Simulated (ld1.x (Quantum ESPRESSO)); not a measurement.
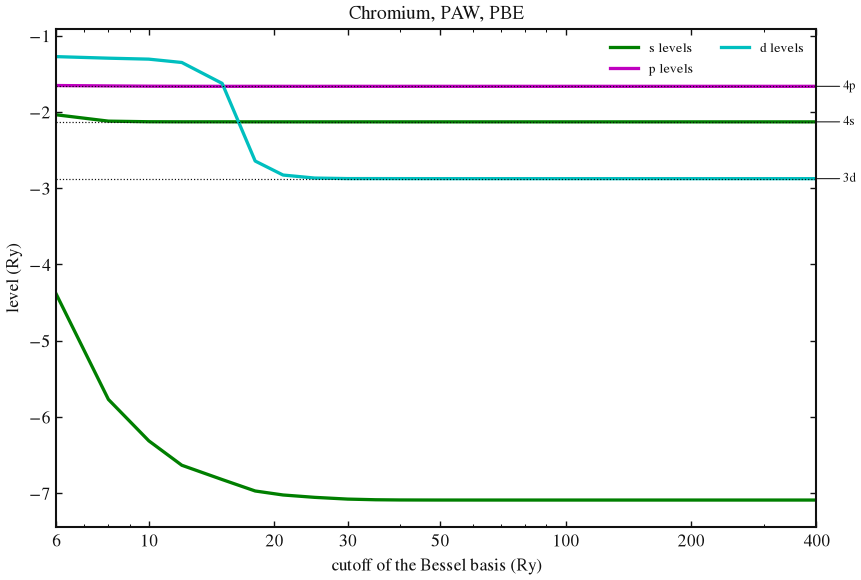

The pseudo-atom Hamiltonian at the reference potential is diagonalised in spherical Bessel functions (20 bohr box) up to the cutoff. Curves: the lowest levels of each channel that holds a bound state. Dotted lines: the all-electron valence levels.

Cr, PAW, made with ld1.x (Quantum ESPRESSO) 7.5 (PBE, scalar-relativistic). Core [Ar], reference 3d3 4s0 4p0 (charge +3). Waves: 4s (bound, empty): rcutus 1.95 bohr; 4s channel at -1.65 Ry: rcutus 1.95 bohr; 4p (bound, empty): rcutus 2.15 bohr; 4p channel at 1.2 Ry: rcutus 2.15 bohr; 3d (bound): rcutus 1.90 bohr; 3d channel at 2.05 Ry: rcutus 1.90 bohr. Local part: all-electron potential smoothed inside 1.55 bohr (lloc = -1). Core correction: none. Augmentation charge: PSQ, radius 1.45 bohr.

**Check the spectrum for spurious states.**

Ghost state below the valence levels: s at -96.4 eV. A ghost is a curve that settles on no dotted line: a bound state with no counterpart among the valence levels. In Ry: s -7.09.

**From which cutoff on does the ghost show?**

The lowest s curve lies clearly below the lowest valence level of its channel already at the lowest cutoff, 6 Ry, and ends at -7.09 Ry.

**Read the all-electron valence levels.**

4s: -2.13 Ry; 4p: -1.67 Ry; 3d: -2.88 Ry.
